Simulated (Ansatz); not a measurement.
**ClH$_{5}$O$_{3}$W···F (doublet): density, localisation and related maps**

```xyz
11

W     0.0184    0.1360   -0.1162
H     0.0772   -0.4445    1.4292
O     1.8384   -0.0321   -0.1632
H     2.6926   -0.4177   -0.0506
O     0.0842    2.0061   -0.3228
H    -0.6290    2.6283   -0.3117
O    -1.8299    0.3253    0.0842
H    -2.5108   -0.3009    0.2867
Cl   -0.3886   -2.3656    0.1025
H    -0.1234   -0.6626   -1.5634
F     0.1366   -0.1234    4.2792
```

Core potentials replace the inner electrons of W.

These are results of UHF/def2-SVP in Ansatz 0.2.0, not measurements.

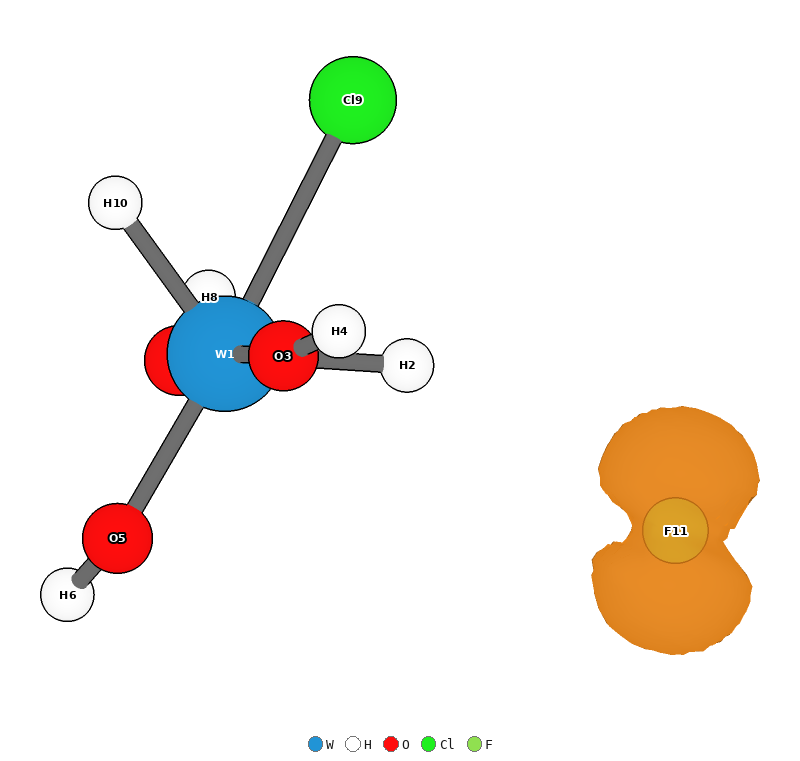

Figure 1. Isosurfaces of the spin density (α minus β) at +0.05 (orange) and −0.05 e/Å³ (purple), seen from one side.

Question: Where is the unpaired spin?

Answer: The unpaired spin (1 electron) lies mostly on F11 (about 1.0), in electrons by Hirshfeld's partition. Only one sign reaches the isovalue.

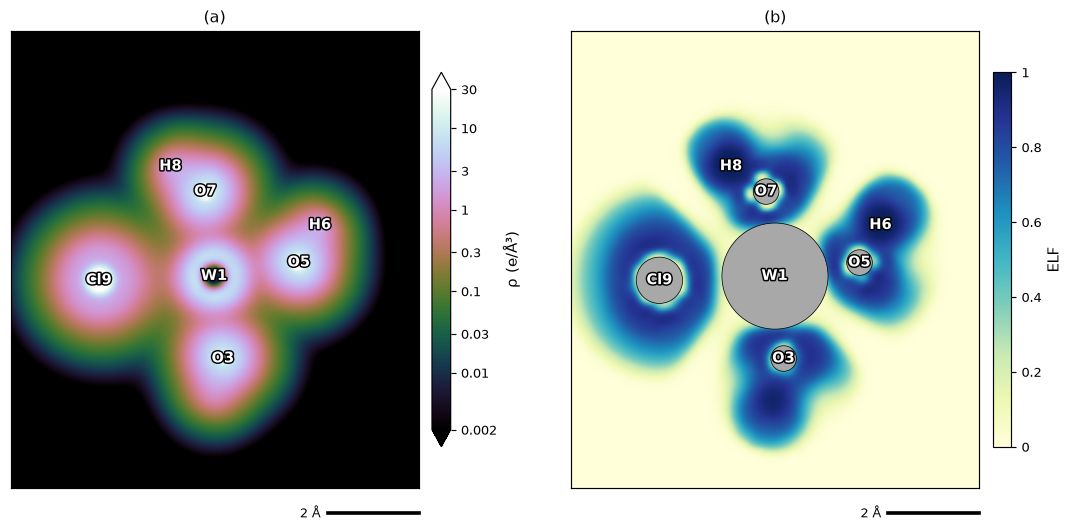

Figure 2. (a) electron density; (b) electron localisation function on the plane of atoms O5, W1 and O7. Grey discs cover the atomic cores in the ELF map.

Question: What do the fields say about this system?

Answer: Atoms in the plane: W, O, H and Cl.
W–O (1.83 Å): ρ at the midpoint is about 1.2 e/Å³; the ELF peaks at about 0.85 in the valence shell of O, 0.5 Å from its nucleus, and drops to about 0.20 between the two atoms.
W–Cl (2.54 Å): ρ is about 0.42 e/Å³ halfway; the ELF peaks at about 0.90 in the valence shell of Cl, 0.9 Å from its nucleus, and is about 0.40 at the midpoint.
O–H (0.95 Å): ρ at the midpoint is about 3.8 e/Å³; the ELF climbs to about 1 towards the hydrogen, as it does in any bond to H (an ordinary covalent bond to hydrogen).
W–O (1.87 Å): ρ is about 1.1 e/Å³ halfway; the ELF peaks at about 0.90 in the valence shell of O, 0.6 Å from its nucleus, and is about 0.25 at the midpoint.

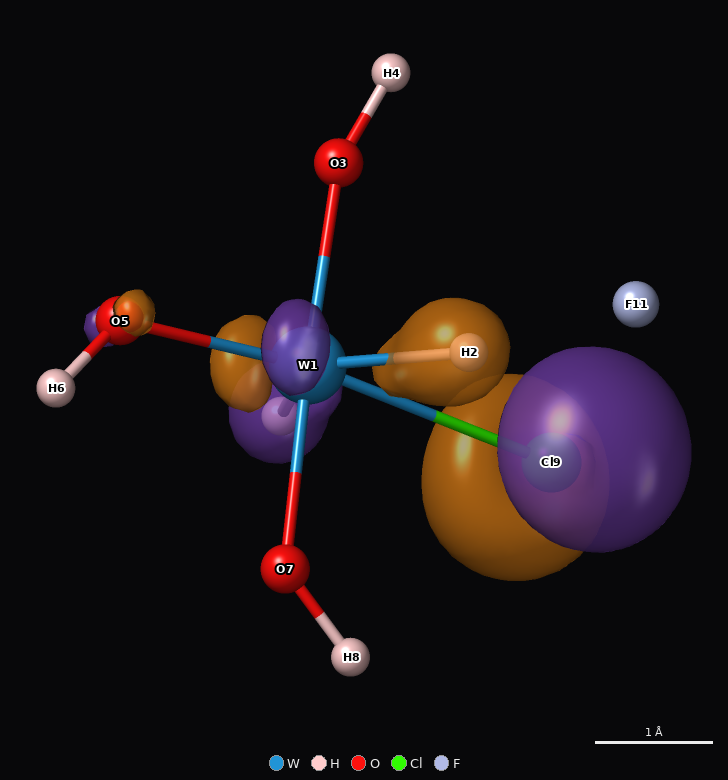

Figure 3. The HOMO (β) at ±0.2 Å⁻³ᐟ² (orange and purple are the two phases), seen at a tilt.

Question: What is the character of this orbital?

Answer: By Hirshfeld shares it lies mainly on Cl9 (about 70 %), W1 (about 15 %), H2 (about 5 %) and H10 (about 5 %); largely a lone pair of Cl9. Its energy is −9.96 eV.
